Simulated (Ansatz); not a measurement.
# CH7AlSi (SMILES [CH3][AlH][SiH3]) at r2SCAN/cc-pVDZ

Aim: the energy change on altering one bond length of CH7AlSi at r2SCAN/cc-pVDZ, from 2 runs. 

The calculation is run with Ansatz 0.2.0.

68 further runs of the same task are left out: 68 set aside as unsound or not needed.

## 1. The structure to begin with

The species is CH7AlSi (10 atoms), meant as a singlet with charge 0. SMILES: `[CH3][AlH][SiH3]`. The shape is that of a PBE0-D4/def2-TZVP optimisation.

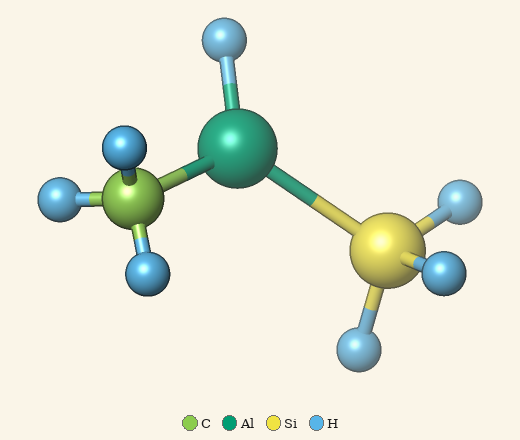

The structure, seen from a chosen angle (carbon green, aluminium teal, silicon yellow, hydrogen blue).

## 2. A single-point energy at r2SCAN/cc-pVDZ

Input file molecule.yaml:

```yaml
crystal:
  periodic: [false, false, false]
  atoms:
    - symbol: C
      position_ang: [-1.428400, 0.967200, -0.792400]
    - symbol: Al
      position_ang: [0.409100, 0.309500, -0.720900]
    - symbol: Si
      position_ang: [1.161700, -1.107300, 1.145400]
    - symbol: H
      position_ang: [-1.909200, 0.659300, -1.727500]
    - symbol: H
      position_ang: [-2.050600, 0.624100, 0.036600]
    - symbol: H
      position_ang: [-1.438000, 2.063000, -0.790400]
    - symbol: H
      position_ang: [1.416900, 0.709200, -1.887700]
    - symbol: H
      position_ang: [0.334900, -2.347600, 1.241000]
    - symbol: H
      position_ang: [1.000200, -0.395000, 2.448500]
    - symbol: H
      position_ang: [2.586600, -1.533600, 1.050400]
basis:
  gaussian:
    orbitals: cc-pVDZ
hamiltonian:
  xc: {name: r2SCAN}
accuracy: high
output: {orbitals: {seedname: orbitals}}
```

Command:

```
$ ansatz run molecule.yaml --threads 1 --pin off --max-ram 3480MiB --events-out events.jsonl --progress --plain --runs-dir runs
```

Output:

```text
Warning: RAYON_NUM_THREADS=1 ignored (pool sized by the plan → 1); use --threads N
Functional definition: r2SCAN
  name "r2SCAN"
  parameter k0 = 0.174
  parameter k1 = 0.065
  parameter a1 = 4.9479
  exchange = r2scan_x(k0 = k0, k1 = k1, a1 = a1)
  correlation = r2scan_c
2025 factors; integrals over basis functions are off by at most 3.9e-9 eV
mean field evaluation 1: about -15616.1814 eV, gradient 5.1e1 eV
mean field evaluation 2: about -15609.3900 eV, gradient 6.5e1 eV
mean field evaluation 4: about -15622.8030 eV, gradient 2.2e0 eV
mean field evaluation 8: about -15622.8154 eV, gradient 7.4e-2 eV
mean field evaluation 16: about -15622.8155 eV, gradient 8.1e-6 eV
mean field -15622.81545200 eV, -574.1278783362 hartree, gradient 6.9e-8 eV, S^2 0.000000; 0 other end points of the search recorded, 0 dependent functions left out
reference -15622.81545301 eV, -574.1278783733 hartree; 20, 20 occupied and 65, 65 virtual orbitals, 2025 factors
Total energy: -15622.81545301 eV, -574.1278783733 hartree
```

Wall time 13 s (1 thread of Arm Neoverse V1, shared host); peak memory 0.29 GiB.

## 3. The distorted shape

Input file in.yaml:

```yaml
basis:
  gaussian:
    orbitals: cc-pVDZ
crystal:
  periodic: [false, false, false]
  atoms:
    - {symbol: C, position_ang: [-1.379947, 0.753499, -1.183350]}
    - {symbol: Al, position_ang: [0.457553, 0.095799, -1.111850]}
    - {symbol: Si, position_ang: [1.210153, -1.321001, 0.754450]}
    - {symbol: H, position_ang: [-1.860747, 0.445599, -2.118450]}
    - {symbol: H, position_ang: [-2.002147, 0.410399, -0.354350]}
    - {symbol: H, position_ang: [-1.389547, 1.849299, -1.181350]}
    - {symbol: H, position_ang: [1.465353, 0.495499, -2.278650]}
    - {symbol: H, position_ang: [0.383353, -2.561301, 0.850050]}
    - {symbol: H, position_ang: [1.000200, -0.395000, 2.448500]}
    - {symbol: H, position_ang: [2.635053, -1.747301, 0.659450]}
magnetization:
  spin_polarized: false
hamiltonian:
  xc: {name: r2SCAN}
accuracy: high
output: {orbitals: {seedname: orbitals}}
```

Command:

```
$ ansatz run in.yaml --threads 1 --pin off --max-ram 3480MiB --events-out events.jsonl --progress --plain --runs-dir runs
```

Output:

```text
Warning: RAYON_NUM_THREADS=1 ignored (pool sized by the plan → 1); use --threads N
Functional definition: r2SCAN
  name "r2SCAN"
  parameter k0 = 0.174
  parameter k1 = 0.065
  parameter a1 = 4.9479
  exchange = r2scan_x(k0 = k0, k1 = k1, a1 = a1)
  correlation = r2scan_c
2011 factors; integrals over basis functions are off by at most 4.0e-9 eV
mean field evaluation 1: about -15615.4137 eV, gradient 5.0e1 eV
mean field evaluation 2: about -15608.3353 eV, gradient 6.6e1 eV
mean field evaluation 4: about -15621.8961 eV, gradient 2.6e0 eV
mean field evaluation 8: about -15621.9214 eV, gradient 4.6e-2 eV
mean field evaluation 16: about -15621.9214 eV, gradient 3.1e-6 eV
mean field -15621.92137378 eV, -574.0950215677 hartree, gradient 7.3e-8 eV, S^2 0.000000; 0 other end points of the search recorded, 0 dependent functions left out
reference -15621.92137480 eV, -574.0950216051 hartree; 20, 20 occupied and 65, 65 virtual orbitals, 2011 factors
Total energy: -15621.92137480 eV, -574.0950216051 hartree
```

It took 14 s on 1 thread of Arm Neoverse V1, shared host; peak memory 0.29 GiB.

## 4. Results

Level: r2SCAN/cc-pVDZ.

```
                                                          quantity          value
                                         first shape: total energy  -574.12788 Eh
                                          first shape: HOMO energy       -6.47 eV
                                          first shape: LUMO energy       -2.20 eV
                                        first shape: HOMO–LUMO gap        4.27 eV
                                     distorted shape: total energy  -574.09502 Eh
                                      distorted shape: HOMO energy       -6.56 eV
                                      distorted shape: LUMO energy       -2.44 eV
                                    distorted shape: HOMO–LUMO gap        4.12 eV
energy change with the Si3–H9 bond stretched from 1.494 to 1.942 Å       0.894 eV
```

With the Si3–H9 bond stretched from 1.494 to 1.942 Å the energy rises by 0.89 eV (20.6 kcal/mol). The first shape isn't relaxed at this level, so the change isn't measured from a minimum.
